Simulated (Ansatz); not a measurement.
# Run report: SiH3SeBr, molecular dynamics

SiH3SeBr, SMILES [SeH][SiH2]Br, computed with RKS r2SCAN-d3bjatm/def2-SVP (Ansatz 0.2.0).

The geometry comes from this level: PBE0-D4/def2-TZVP. Figures and captions count atoms from 1; the log counts them from 0 in places.

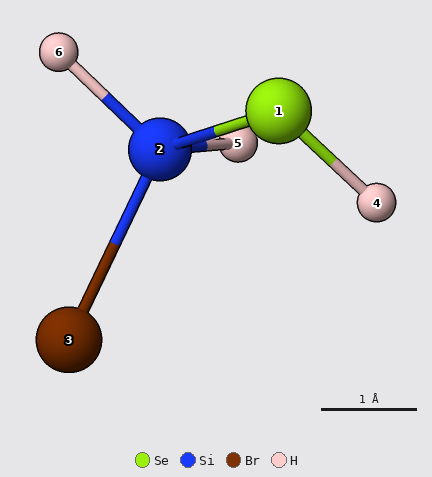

**Figure 1.** The input geometry (ball-and-stick view, seen at a tilt; atoms are numbered from 1 in the order of the input). Bond lengths as drawn: Br–Si 2.22 Å, H–Se 1.47 Å, H–Si 1.48 Å and Se–Si 2.26 Å.

**The input**
```yaml
crystal:
  periodic: [false, false, false]
  atoms:
    - {symbol: Se, position_ang: [-1.271578, -1.303086, -0.149156]}
    - {symbol: Si, position_ang: [0.439357, 0.105064, 0.309048]}
    - {symbol: Br, position_ang: [-0.175592, 2.236744, 0.413643]}
    - {symbol: H, position_ang: [-1.380620, -0.824212, -1.533646]}
    - {symbol: H, position_ang: [1.491062, 0.020523, -0.726909]}
    - {symbol: H, position_ang: [0.939572, -0.299031, 1.640820]}
basis:
  gaussian: {orbitals: def2-SVP}
hamiltonian: {xc: {name: r2SCAN}, dispersion: d3bjatm}
md: {timestep: 2 fs, n_steps: 20, ensemble: nvt_nose_hoover, temperature: 700, initial_velocities: maxwell_boltzmann, seed: 171}
```

Launched with:
```bash
ansatz run in.yaml --threads 2 --pin off --events-out ev --progress --plain --max-ram 4352MiB
```

**Output**
```
Functional definition: r2SCAN
  name "r2SCAN"
  cite "Furness, Kaplan, Ning, Perdew & Sun, J. Phys. Chem. Lett. 11, 8208 (2020) doi:10.1021/acs.jpclett.0c02405"
  cite "Furness, Kaplan, Ning, Perdew & Sun, J. Phys. Chem. Lett. 11, 9248 (2020) doi:10.1021/acs.jpclett.0c03077"
  parent r2scan
  parameter k0 = 0.174
  parameter k1 = 0.065
  parameter a1 = 4.9479
  exchange = r2scan_x(k0 = k0, k1 = k1, a1 = a1)
  correlation = r2scan_c
1061 factors; their error is unknown
mean field evaluation 1: about -143304.1389 eV, gradient 1.1e1 eV
mean field evaluation 2: about -143304.4232 eV, gradient 4.3e0 eV
mean field evaluation 4: about -143304.4885 eV, gradient 3.3e-1 eV
mean field evaluation 8: about -143304.3115 eV, gradient 2.9e-2 eV
mean field -143304.31146305 eV, -5266.3363111162 hartree, gradient 1.4e-5 eV, S^2 0.000000; 0 other end points of the search recorded, 0 dependent functions left out
the calculation of the forces begins
reference -143304.31147116 eV, -5266.3363114140 hartree; 43, 43 occupied and 54, 54 virtual orbitals, 1061 factors
md step     0: t =     0.00 fs  T =   700.0 K  F+E_penalty+E_count = -143304.35637768 eV  E_kin = 0.361928 eV  conserved = -143303.99444968 eV  (25 SCF iters)
these checks for a lower state are left out or cut short: starts, cluster_reference, orbital_swaps, neighbouring_geometries, increment
1061 factors; their error is unknown
mean field evaluation 16: about -143304.3207 eV, gradient 4.0e0 eV
mean field -143304.17152907 eV, -5266.3311686371 hartree, gradient 1.6e-5 eV, S^2 0.000000; 0 other end points of the search recorded, 0 dependent functions left out
[... from here on the field's lines of each further geometry are left out, up to the last ...]
md step     1: t =     2.00 fs  T =   480.6 K  F+E_penalty+E_count = -143304.21650641 eV  E_kin = 0.248514 eV  conserved = -143303.96800058 eV  (27 SCF iters, 3 dispersion substeps)
md step     2: t =     4.00 fs  T =   422.4 K  F+E_penalty+E_count = -143304.18511041 eV  E_kin = 0.218393 eV  conserved = -143303.96678433 eV  (28 SCF iters, 3 dispersion substeps)
md step     3: t =     6.00 fs  T =   557.7 K  F+E_penalty+E_count = -143304.28018627 eV  E_kin = 0.288372 eV  conserved = -143303.99202252 eV  (27 SCF iters, 3 dispersion substeps)
md step     4: t =     8.00 fs  T =   373.9 K  F+E_penalty+E_count = -143304.16737194 eV  E_kin = 0.193325 eV  conserved = -143303.97443433 eV  (27 SCF iters, 3 dispersion substeps)
md step     5: t =    10.00 fs  T =   164.4 K  F+E_penalty+E_count = -143304.04673158 eV  E_kin = 0.084984 eV  conserved = -143303.96228693 eV  (28 SCF iters, 3 dispersion substeps)
md step     6: t =    12.00 fs  T =   259.0 K  F+E_penalty+E_count = -143304.10276944 eV  E_kin = 0.133912 eV  conserved = -143303.96958714 eV  (28 SCF iters, 3 dispersion substeps)
md step     7: t =    14.00 fs  T =   450.6 K  F+E_penalty+E_count = -143304.22152394 eV  E_kin = 0.232991 eV  conserved = -143303.98967153 eV  (28 SCF iters, 3 dispersion substeps)
md step     8: t =    16.00 fs  T =   325.9 K  F+E_penalty+E_count = -143304.14421828 eV  E_kin = 0.168511 eV  conserved = -143303.97735298 eV  (28 SCF iters, 3 dispersion substeps)
md step     9: t =    18.00 fs  T =   241.2 K  F+E_penalty+E_count = -143304.08010814 eV  E_kin = 0.124686 eV  conserved = -143303.95749993 eV  (28 SCF iters, 3 dispersion substeps)
md step    10: t =    20.00 fs  T =   483.4 K  F+E_penalty+E_count = -143304.23968045 eV  E_kin = 0.249926 eV  conserved = -143303.99248631 eV  (27 SCF iters, 3 dispersion substeps)
md step    11: t =    22.00 fs  T =   435.4 K  F+E_penalty+E_count = -143304.20274048 eV  E_kin = 0.225138 eV  conserved = -143303.98122720 eV  (28 SCF iters, 3 dispersion substeps)
md step    12: t =    24.00 fs  T =   194.9 K  F+E_penalty+E_count = -143304.06053933 eV  E_kin = 0.100755 eV  conserved = -143303.96407152 eV  (28 SCF iters, 3 dispersion substeps)
md step    13: t =    26.00 fs  T =   200.9 K  F+E_penalty+E_count = -143304.06470344 eV  E_kin = 0.103860 eV  conserved = -143303.96560896 eV  (27 SCF iters, 3 dispersion substeps)
md step    14: t =    28.00 fs  T =   409.2 K  F+E_penalty+E_count = -143304.19068023 eV  E_kin = 0.211556 eV  conserved = -143303.98472201 eV  (28 SCF iters, 3 dispersion substeps)
md step    15: t =    30.00 fs  T =   362.5 K  F+E_penalty+E_count = -143304.16859825 eV  E_kin = 0.187422 eV  conserved = -143303.98789761 eV  (25 SCF iters, 3 dispersion substeps)
md step    16: t =    32.00 fs  T =   155.8 K  F+E_penalty+E_count = -143304.02494081 eV  E_kin = 0.080564 eV  conserved = -143303.95190590 eV  (25 SCF iters, 3 dispersion substeps)
md step    17: t =    34.00 fs  T =   370.3 K  F+E_penalty+E_count = -143304.16773392 eV  E_kin = 0.191444 eV  conserved = -143303.98473362 eV  (28 SCF iters, 3 dispersion substeps)
md step    18: t =    36.00 fs  T =   491.4 K  F+E_penalty+E_count = -143304.23150012 eV  E_kin = 0.254082 eV  conserved = -143303.98744921 eV  (27 SCF iters, 3 dispersion substeps)
md step    19: t =    38.00 fs  T =   299.2 K  F+E_penalty+E_count = -143304.11010974 eV  E_kin = 0.154717 eV  conserved = -143303.96694080 eV  (28 SCF iters, 3 dispersion substeps)
the calculation of the forces begins
reference -143304.03842729 eV, -5266.3262772369 hartree; 43, 43 occupied and 54, 54 virtual orbitals, 1061 factors
1061 factors; their error is unknown
mean field -143304.03841899 eV, -5266.3262769319 hartree, gradient 2.1e-5 eV, S^2 0.000000; 1 other end points of the search recorded, 0 dependent functions left out
the calculation of the forces begins
reference -143304.03842729 eV, -5266.3262772369 hartree; 43, 43 occupied and 54, 54 virtual orbitals, 1061 factors
md step    20: t =    40.00 fs  T =   257.1 K  F+E_penalty+E_count = -143304.08293789 eV  E_kin = 0.132907 eV  conserved = -143303.96271892 eV  (26 SCF iters, 3 dispersion substeps)
```

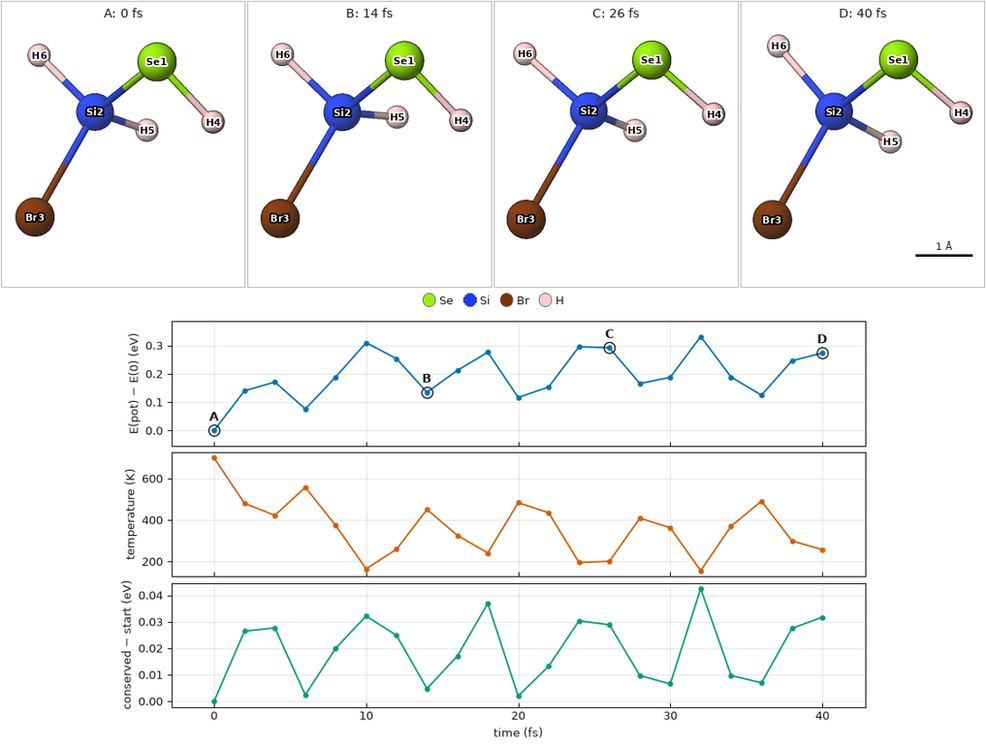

**Figure 2.** Frames of the molecular dynamics (ball-and-stick, seen at a tilt) above the curves, on which the letters mark them. The trajectory kept here has 21 frames over 40 fs. The temperature starts at 700 K, ranges from 156 to 700 K and averages 333 K over the second half. The potential energy ends 0.273 eV above its first value. The conserved quantity stays within 0.043 eV. After an unweighted best fit of the last frame on the first, the root-mean-square displacement is 0.13 Å.

```
Total energy: -143304.08294619 eV, -5266.3279132764 hartree
Atom 0 at    -1.294221    -1.359748    -0.159928 Å, force     0.462712     0.302520     0.226278 eV/Å
Atom 1 at     0.451782     0.099283     0.319248 Å, force     0.807770    -0.129254    -0.183837 eV/Å
Atom 2 at    -0.159310     2.297329     0.422606 Å, force     0.080006    -0.617415     0.201451 eV/Å
Atom 3 at    -1.334360    -1.036170    -1.593989 Å, force     0.049990     0.106943     0.003677 eV/Å
Atom 4 at     1.479130     0.171460    -0.888292 Å, force    -0.816930    -0.360088     1.226463 eV/Å
Atom 5 at     1.042334    -0.440369     1.711809 Å, force    -0.583548     0.697294    -1.474031 eV/Å
Dipole moment:     0.126747    -0.205756    -0.135985 e Å
```

**Trajectory as extended XYZ (Å, eV, eV/Å), 21 frames, from step=0 to step=20**
```
6
Properties=species:S:1:pos:R:3:forces:R:3 step=0 time_fs=0.0 energy=-143304.35638 temperature=700.0
Se   -1.2716   -1.3031   -0.1492   -0.0997  -0.1383   0.0299
Si    0.4394    0.1051    0.3090    0.0043  -0.0255   0.0119
Br   -0.1756    2.2367    0.4136   -0.0556   0.2326   0.0089
H    -1.3806   -0.8242   -1.5336   -0.0125   0.0177  -0.0618
H     1.4911    0.0205   -0.7269    0.1165  -0.0242  -0.1021
H     0.9396   -0.2990    1.6408    0.0471  -0.0623   0.1133
6
Properties=species:S:1:pos:R:3:forces:R:3 step=1 time_fs=2.0 energy=-143304.21651 temperature=480.6
Se   -1.2750   -1.3078   -0.1497    0.0195   0.0443  -0.0303
Si    0.4535    0.1059    0.3072   -1.8415   0.4222  -0.5674
Br   -0.1760    2.2417    0.4149    0.0478   0.1085  -0.0622
H    -1.3644   -0.8187   -1.5337   -0.0436  -0.0340  -0.0460
H     1.4542   -0.0416   -0.6810    1.1316  -0.0251  -1.0646
H     0.8634   -0.2840    1.5858    0.6862  -0.5159   1.7706
6
Properties=species:S:1:pos:R:3:forces:R:3 step=2 time_fs=4.0 energy=-143304.18511 temperature=422.4
Se   -1.2784   -1.3126   -0.1502    0.1280   0.2188  -0.1159
Si    0.4651    0.1074    0.3045   -2.1182   0.3392  -0.5065
Br   -0.1763    2.2466    0.4161    0.1478  -0.0157  -0.1291
H    -1.3499   -0.8145   -1.5354   -0.0714  -0.0910  -0.0013
H     1.4607   -0.1046   -0.6759    1.1830   0.0362  -1.0418
H     0.8136   -0.2886    1.5985    0.7308  -0.4875   1.7946
6
Properties=species:S:1:pos:R:3:forces:R:3 step=3 time_fs=6.0 energy=-143304.28019 temperature=557.7
Se   -1.2817   -1.3172   -0.1507    0.2424   0.3672  -0.1669
Si    0.4737    0.1093    0.3012   -1.0004  -0.4529   0.2646
Br   -0.1766    2.2516    0.4173    0.2324  -0.1323  -0.1833
H    -1.3380   -0.8138   -1.5372   -0.0953  -0.1306   0.0259
H     1.5124   -0.1663   -0.7106    0.2538   0.3144  -0.0584
H     0.7917   -0.3120    1.6800    0.3671   0.0342   0.1180
6
Properties=species:S:1:pos:R:3:forces:R:3 step=4 time_fs=8.0 energy=-143304.16737 temperature=373.9
Se   -1.2849   -1.3216   -0.1514    0.3582   0.4726  -0.1551
Si    0.4810    0.1106    0.2982   -0.1320  -1.0986   0.8026
Br   -0.1768    2.2565    0.4184    0.2973  -0.2394  -0.2223
H    -1.3299   -0.8181   -1.5381   -0.1119  -0.1409   0.0088
H     1.5739   -0.2159   -0.7477   -0.5477   0.5879   0.7340
H     0.7838   -0.3340    1.7660    0.1361   0.4184  -1.1680
6
Properties=species:S:1:pos:R:3:forces:R:3 step=5 time_fs=10.0 energy=-143304.04673 temperature=164.4
Se   -1.2879   -1.3258   -0.1521    0.4617   0.5342  -0.0981
Si    0.4882    0.1103    0.2964    0.1093  -1.3144   1.0032
Br   -0.1768    2.2613    0.4193    0.3446  -0.3400  -0.2499
H    -1.3260   -0.8278   -1.5385   -0.1189  -0.1270  -0.0421
H     1.6145   -0.2431   -0.7566   -0.8658   0.7099   0.9988
H     0.7812   -0.3400    1.8074    0.0690   0.5372  -1.6120
6
Properties=species:S:1:pos:R:3:forces:R:3 step=6 time_fs=12.0 energy=-143304.10277 temperature=259.0
Se   -1.2908   -1.3298   -0.1529    0.5471   0.5675  -0.0397
Si    0.4955    0.1083    0.2959   -0.1886  -1.1344   0.9560
Br   -0.1767    2.2659    0.4202    0.3773  -0.4356  -0.2696
H    -1.3266   -0.8423   -1.5406   -0.1146  -0.1051  -0.0859
H     1.6219   -0.2431   -0.7272   -0.7288   0.6642   0.7962
H     0.7812   -0.3255    1.7870    0.1076   0.4435  -1.3570
6
Properties=species:S:1:pos:R:3:forces:R:3 step=7 time_fs=14.0 energy=-143304.22152 temperature=450.6
Se   -1.2933   -1.3335   -0.1537    0.6170   0.5879  -0.0167
Si    0.5025    0.1047    0.2967   -1.0988  -0.5337   0.5547
Br   -0.1764    2.2703    0.4209    0.3945  -0.5243  -0.2812
H    -1.3317   -0.8609   -1.5460   -0.0981  -0.0886  -0.0830
H     1.6014   -0.2176   -0.6674   -0.0825   0.4421   0.1072
H     0.7853   -0.2939    1.7146    0.2679   0.1167  -0.2810
6
Properties=species:S:1:pos:R:3:forces:R:3 step=8 time_fs=16.0 energy=-143304.14422 temperature=325.9
Se   -1.2956   -1.3369   -0.1545    0.6797   0.5997  -0.0259
Si    0.5080    0.1004    0.2983   -2.4876   0.3432  -0.2686
Br   -0.1759    2.2745    0.4215    0.3931  -0.6020  -0.2811
H    -1.3405   -0.8829   -1.5546   -0.0701  -0.0764  -0.0300
H     1.5777   -0.1752   -0.6033    0.9283   0.1247  -0.8943
H     0.7997   -0.2579    1.6313    0.5565  -0.3891   1.4999
6
Properties=species:S:1:pos:R:3:forces:R:3 step=9 time_fs=18.0 energy=-143304.08011 temperature=241.2
Se   -1.2975   -1.3400   -0.1553    0.7380   0.5959  -0.0289
Si    0.5101    0.0965    0.2995   -2.9509   0.7053  -0.6065
Br   -0.1752    2.2784    0.4220    0.3724  -0.6673  -0.2677
H    -1.3520   -0.9079   -1.5644   -0.0345  -0.0564   0.0345
H     1.5896   -0.1279   -0.5734    1.2473   0.0008  -1.2578
H     0.8354   -0.2367    1.6054    0.6278  -0.5783   2.1265
6
Properties=species:S:1:pos:R:3:forces:R:3 step=10 time_fs=20.0 energy=-143304.23968 temperature=483.4
Se   -1.2990   -1.3428   -0.1561    0.7798   0.5650   0.0089
Si    0.5082    0.0936    0.2999   -1.5666   0.3330   0.1109
Br   -0.1743    2.2819    0.4223    0.3389  -0.7236  -0.2435
H    -1.3648   -0.9351   -1.5728    0.0027  -0.0199   0.0653
H     1.6492   -0.0805   -0.5917    0.2829   0.0871  -0.5318
H     0.8953   -0.2376    1.6610    0.1623  -0.2417   0.5903
6
Properties=species:S:1:pos:R:3:forces:R:3 step=11 time_fs=22.0 energy=-143304.20274 temperature=435.4
Se   -1.3002   -1.3454   -0.1569    0.7956   0.5078   0.0900
Si    0.5041    0.0912    0.3004    0.0216   0.0706   0.7063
Br   -0.1732    2.2852    0.4225    0.3015  -0.7726  -0.2110
H    -1.3776   -0.9630   -1.5787    0.0379   0.0295   0.0478
H     1.7199   -0.0297   -0.6304   -0.7932   0.0932   0.2853
H     0.9614   -0.2478    1.7393   -0.3633   0.0716  -0.9184
6
Properties=species:S:1:pos:R:3:forces:R:3 step=12 time_fs=24.0 energy=-143304.06054 temperature=194.9
Se   -1.3010   -1.3477   -0.1577    0.7927   0.4434   0.1844
Si    0.5000    0.0888    0.3019    0.8398   0.1135   0.8529
Br   -0.1720    2.2880    0.4226    0.2630  -0.8087  -0.1722
H    -1.3890   -0.9900   -1.5829    0.0688   0.0790   0.0063
H     1.7602    0.0247   -0.6583   -1.3082  -0.0126   0.6677
H     1.0138   -0.2552    1.7825   -0.6562   0.1855  -1.5391
6
Properties=species:S:1:pos:R:3:forces:R:3 step=13 time_fs=26.0 energy=-143304.06470 temperature=200.9
Se   -1.3014   -1.3498   -0.1584    0.7834   0.3932   0.2505
Si    0.4971    0.0866    0.3046    0.8867   0.3186   0.7039
Br   -0.1707    2.2905    0.4226    0.2222  -0.8250  -0.1270
H    -1.3977   -1.0139   -1.5868    0.0953   0.1163  -0.0177
H     1.7505    0.0788   -0.6605   -1.2764  -0.1533   0.6314
H     1.0412   -0.2556    1.7668   -0.7112   0.1502  -1.4412
6
Properties=species:S:1:pos:R:3:forces:R:3 step=14 time_fs=28.0 energy=-143304.19068 temperature=409.2
Se   -1.3015   -1.3517   -0.1590    0.7724   0.3658   0.2655
Si    0.4954    0.0848    0.3083    0.0996   0.6286   0.2515
Br   -0.1693    2.2926    0.4226    0.1785  -0.8180  -0.0731
H    -1.4028   -1.0334   -1.5913    0.1174   0.1364  -0.0012
H     1.6918    0.1272   -0.6386   -0.6933  -0.2672   0.1575
H     1.0413   -0.2502    1.6958   -0.4746  -0.0455  -0.6002
6
Properties=species:S:1:pos:R:3:forces:R:3 step=15 time_fs=30.0 energy=-143304.16860 temperature=362.5
Se   -1.3011   -1.3534   -0.1595    0.7549   0.3538   0.2446
Si    0.4938    0.0839    0.3123   -1.5720   1.0326  -0.5691
Br   -0.1678    2.2943    0.4225    0.1359  -0.7917  -0.0099
H    -1.4034   -1.0478   -1.5960    0.1322   0.1435   0.0399
H     1.6064    0.1654   -0.6106    0.4129  -0.2932  -0.7657
H     1.0232   -0.2466    1.6016    0.1362  -0.4451   1.0601
6
Properties=species:S:1:pos:R:3:forces:R:3 step=16 time_fs=32.0 energy=-143304.02494 temperature=155.8
Se   -1.3004   -1.3550   -0.1598    0.7218   0.3427   0.2263
Si    0.4900    0.0844    0.3155   -2.8356   1.2837  -1.1228
Br   -0.1662    2.2956    0.4224    0.1017  -0.7587   0.0571
H    -1.3990   -1.0567   -1.5991    0.1354   0.1462   0.0667
H     1.5366    0.1925   -0.6119    1.2310  -0.2632  -1.4649
H     1.0104   -0.2600    1.5478    0.6457  -0.7506   2.2377
6
Properties=species:S:1:pos:R:3:forces:R:3 step=17 time_fs=34.0 energy=-143304.16773 temperature=370.3
Se   -1.2993   -1.3564   -0.1600    0.6691   0.3239   0.2365
Si    0.4824    0.0867    0.3173   -1.8783   0.9986  -0.6392
Br   -0.1645    2.2965    0.4224    0.0810  -0.7298   0.1163
H    -1.3893   -1.0600   -1.5997    0.1256   0.1491   0.0549
H     1.5138    0.2097   -0.6694    0.7245  -0.3366  -0.8970
H     1.0222   -0.3022    1.5796    0.2781  -0.4052   1.1285
6
Properties=species:S:1:pos:R:3:forces:R:3 step=18 time_fs=36.0 energy=-143304.23150 temperature=491.4
Se   -1.2979   -1.3577   -0.1601    0.6048   0.3038   0.2634
Si    0.4721    0.0904    0.3181   -0.2113   0.5039  -0.1563
Br   -0.1628    2.2971    0.4224    0.0746  -0.7035   0.1596
H    -1.3748   -1.0576   -1.5981    0.1061   0.1486   0.0177
H     1.5186    0.2139   -0.7614   -0.2524  -0.4412   0.2545
H     1.0447   -0.3601    1.6548   -0.3218   0.1885  -0.5389
6
Properties=species:S:1:pos:R:3:forces:R:3 step=19 time_fs=38.0 energy=-143304.11011 temperature=299.2
Se   -1.2962   -1.3588   -0.1601    0.5360   0.2945   0.2689
Si    0.4615    0.0947    0.3187    0.6849   0.1172  -0.0787
Br   -0.1611    2.2974    0.4224    0.0764  -0.6683   0.1869
H    -1.3562   -1.0495   -1.5959    0.0805   0.1364  -0.0080
H     1.5138    0.2013   -0.8441   -0.7788  -0.4459   1.0092
H     1.0550   -0.4110    1.7097   -0.5990   0.5661  -1.3783
6
Properties=species:S:1:pos:R:3:forces:R:3 step=20 time_fs=40.0 energy=-143304.08294 temperature=257.1
Se   -1.2942   -1.3597   -0.1599    0.4627   0.3025   0.2263
Si    0.4518    0.0993    0.3192    0.8078  -0.1293  -0.1838
Br   -0.1593    2.2973    0.4226    0.0800  -0.6174   0.2015
H    -1.3344   -1.0362   -1.5940    0.0500   0.1069   0.0037
H     1.4791    0.1715   -0.8883   -0.8169  -0.3601   1.2265
H     1.0423   -0.4404    1.7118   -0.5835   0.6973  -1.4740
```

**Key numbers**

| quantity | value |
| --- | --- |
| outcome | finished |
| mean temperature over the second half | 333 K |
| trajectory | 20 steps, 40 fs |
| ensemble | nvt_nose_hoover |
| temperature in the input | 700 K |
| time step | 2 fs |
| potential energy (last step) | −143304.0829 eV |
| mean-field energy (last step) | −143304.0384 eV |
| dispersion energy (last step) | −0.0445 eV |
| SCF solution under orbital rotations (last step) | stable |
| largest force (length of the vector) (last step) | 1.732 eV/Å |
| dipole moment (last step) | 1.33 D |
| hardware | 2 threads of Arm Neoverse V1, 23 GiB of memory available, shared host |
| wall time | 71 s (CPU time 2.3 min) |
| peak memory | 0.4 GiB |

So short a trajectory is not equilibrated. The temperature stays far from the 700 K of the thermostat over the second half: the run isn't equilibrated.
